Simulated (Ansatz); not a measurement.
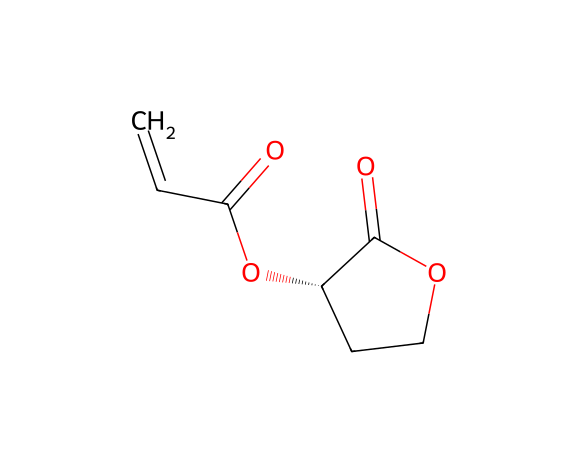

2D structure.

**Write the SMILES.**

C=CC(=O)O[C@H]1CCOC1=O

**Give the formula, hydrogens included.**

C7H8O4.

**An optimisation with PBE0-D4/def2-TZVP gave a structure of which point group?**

C1.

The parts below concern this one geometry. Atoms keep their numbers from picture to picture. The computed structure is the end point of a PBE0-D4/def2-TZVP optimisation. No frequency run is at hand to confirm it as a minimum.

## Geometry

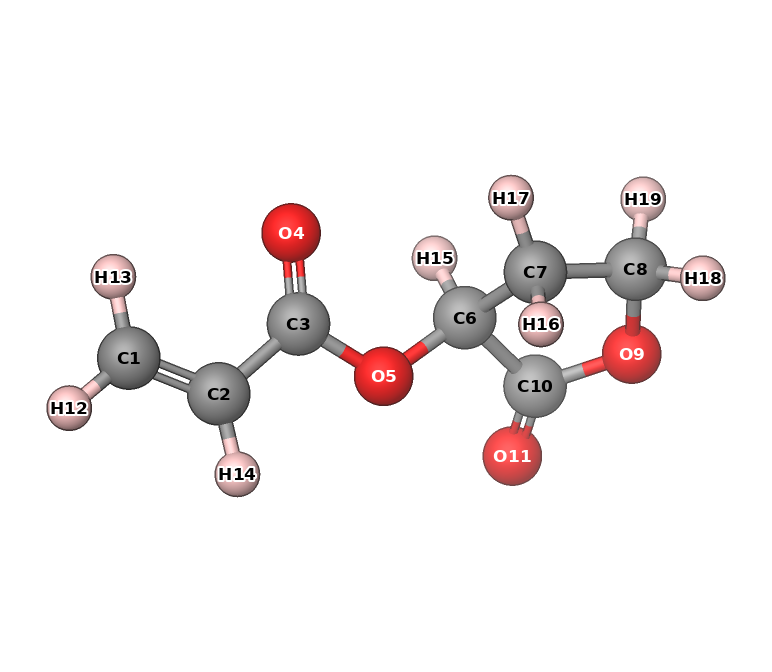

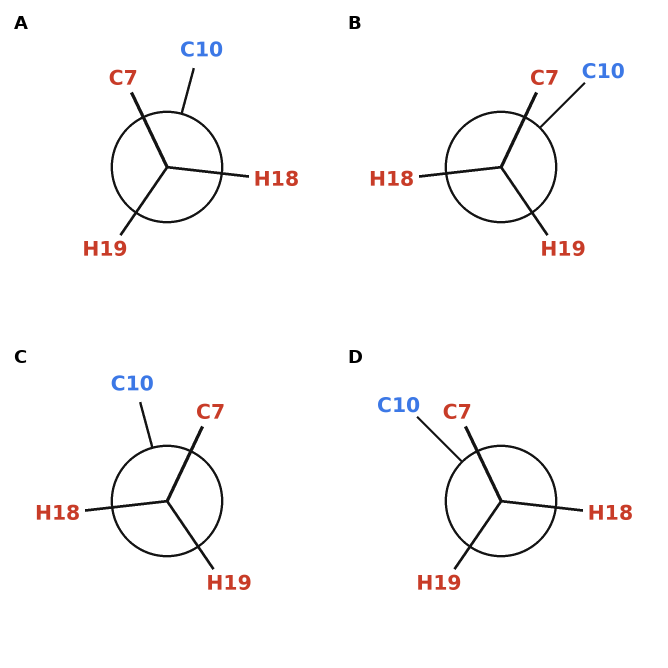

Depth is shown by fading: the farther an atom, the more it takes the colour of the background. Bonds that would overlap in a projection are set slightly apart. No frequency run is at hand to confirm it as a minimum.

**Which Newman projection shows the view along C8–O9, with C8 in front?**

B. The torsion angle C7–C8–O9–C10 is 19°, synperiplanar.

## Levels of theory compared

No frequency run is at hand to confirm it as a minimum. Program: Ansatz 0.2.0.

Compare vertical IP (eV), HOMO–LUMO gap (eV) at these levels: B3LYP-D4/def2-TZVPP; PBE-D4/def2-TZVPP; PBE0-D4/def2-TZVPP; r2SCAN-D4/def2-TZVPP; ωB97M-V/def2-TZVPP; ωB97X-V/def2-TZVPP.

```csv
level,vertical IP (eV),HOMO–LUMO gap (eV)
B3LYP-D4/def2-TZVPP,9.90,5.92
PBE-D4/def2-TZVPP,9.31,3.84
PBE0-D4/def2-TZVPP,9.93,6.40
r2SCAN-D4/def2-TZVPP,9.48,4.29
ωB97M-V/def2-TZVPP,10.31,10.97
ωB97X-V/def2-TZVPP,10.32,11.11
```

## Charges

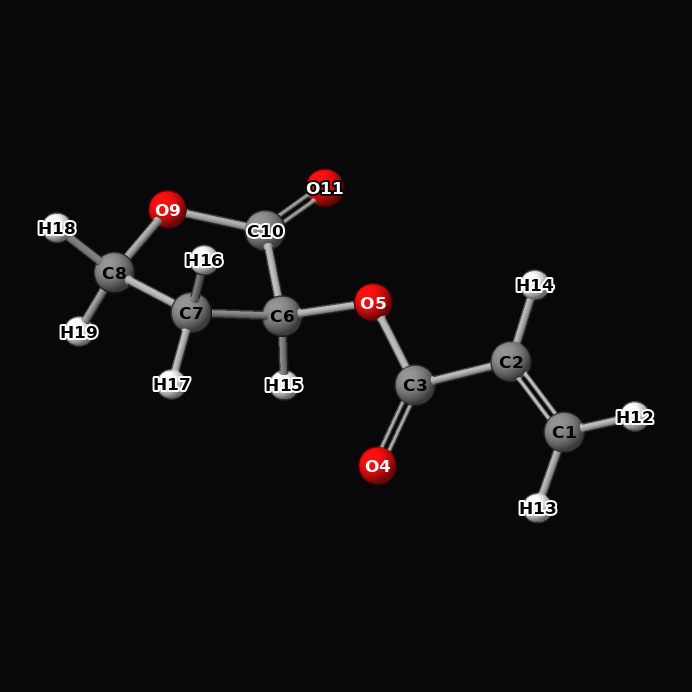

The questions are on Mulliken charges. No frequency run is at hand to confirm it as a minimum. Method: RKS PBE-D4/def2-TZVPP (Ansatz 0.2.0).

Give the Mulliken charges atom by atom.

| atom | value (e) |
| --- | --- |
| C1 | −0.15 |
| C2 | −0.17 |
| C3 | 0.28 |
| O4 | −0.29 |
| O5 | −0.17 |
| C6 | 0.12 |
| C7 | −0.15 |
| C8 | 0.00 |
| O9 | −0.14 |
| C10 | 0.14 |
| O11 | −0.21 |
| H12 | 0.11 |
| H13 | 0.11 |
| H14 | 0.11 |
| H15 | 0.07 |
| H16 | 0.08 |
| H17 | 0.10 |
| H18 | 0.09 |
| H19 | 0.09 |

## Dipole moment

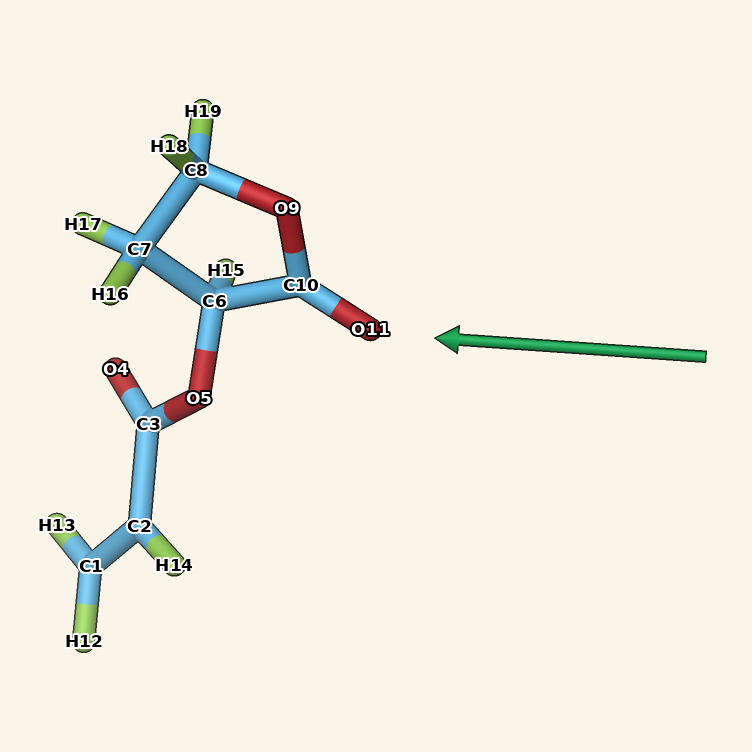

The arrow beside the molecule shows the direction of the dipole moment, from the negative to the positive end (its length means nothing). No frequency run is at hand to confirm it as a minimum. Properties computed with RKS PBE0-D4/def2-TZVP (Ansatz 0.2.0).

**Estimate the dipole moment.**

3.66 D; it points from the side of O11 to the side of H13, H17 (the outermost atoms at the two ends).

Mulliken values depend strongly on the basis set and can even reverse the polarity of a bond.
